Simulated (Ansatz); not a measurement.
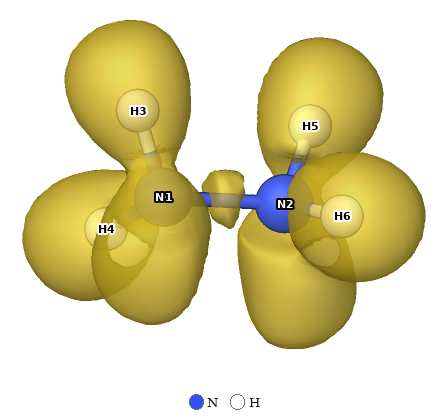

H4N2. Isosurface of the electron localisation function at 0.8 (yellow), seen across its widest extent. Core shells and regions of very low density are left out.

Geometry: PBE0-D4/def2-TZVP.

Level of theory: Ansatz 0.2.0, isolated molecule in a Gaussian basis; Hartree-Fock.

Input

```
crystal:
  periodic: [false, false, false]
  atoms:
    - symbol: N
      position_ang: [-0.135100, -0.701700, 0.195900]
    - symbol: N
      position_ang: [0.447300, 0.583800, 0.089900]
    - symbol: H
      position_ang: [-1.076200, -0.737600, -0.180500]
    - symbol: H
      position_ang: [0.438700, -1.352200, -0.322700]
    - symbol: H
      position_ang: [0.103900, 1.104700, -0.709700]
    - symbol: H
      position_ang: [0.221500, 1.102900, 0.927100]
basis:
  gaussian: {orbitals: def2-TZVPP}
hamiltonian: {xc: hf, pseudopotentials: {relativity: none}}
output: {forces: true, orbitals: {seedname: orbitals}}
```

Run with:

```sh
ansatz run molecule.yaml --threads 1 --pin off --max-ram 2610MiB --events-out events.jsonl --progress --plain --runs-dir runs
```

### Describe the localisation domains.

The ELF exceeds this value in one region between bonded N–N atoms (shared pairs) and two joined regions spread over several atoms (H, N), in which their bonds and any lone pairs are merged. Along the contacts the grid gives the following. N–N (1.42 Å): the ELF peaks at about 0.90 between the atoms, as expected for localised, covalent bonding. N–H (1.01 Å): the ELF climbs to about 1 towards the hydrogen, as it does in any bond to H (a covalent bond by its length).
